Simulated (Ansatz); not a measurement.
# The potential step between two gates: 1T-PtSe2 3 layers, AA

Two oppositely charged gates put a neutral stack in a displacement field D. The voltage between them is D/ε₀ times an electrical distance, shorter than the real one because the stack screens.

How it was computed: Ansatz 0.2.0, plane waves with PAW datasets (its set soft_2), PBE-D3(BJ); isolated slab, charged sheets 5 Å from the outer atoms behind model barriers, atoms held. Voltages count from the uncharged case.

| run | D/ε₀ (V/nm) | step in an electron's potential, upper less lower gate (eV) |
| --- | --- | --- |
| run 1 | −1.810 | −1.459 |
| run 2 | 0.000 | 0.000 |
| run 3 | 0.905 | 0.730 |
| run 4 | 1.810 | 1.459 |
| run 5 | 2.714 | 2.188 |
| run 6 | 3.619 | ? |

Q: Estimate the withheld value from the rows shown.

A least-squares line through the 5 rows shown has slope 0.8061 and intercept 0.0001; no row lies more than 0.001 eV off it. The size of the slope, 0.806 nm, is the electrical distance; the sheets are 2.241 nm apart, and screening reaches beyond the outer atoms. At 3.619 it gives 0.8061 × 3.619 + 0.0001 = 2.917 eV, beyond the rows fitted. Rounding and scatter of the rows alone allow about ±0.001 eV there.

The run itself gives 2.917 eV: a miss of 0.000 eV, or 0.0 % of the value. Screening stays linear to within 1 % over this range.

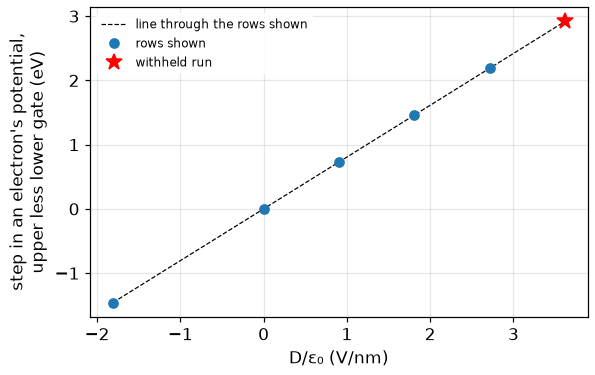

The fit and the withheld run.

Caveats: The gates are model sheets, not atoms. Spin-orbit coupling is left out, which changes the bands of elements this heavy.
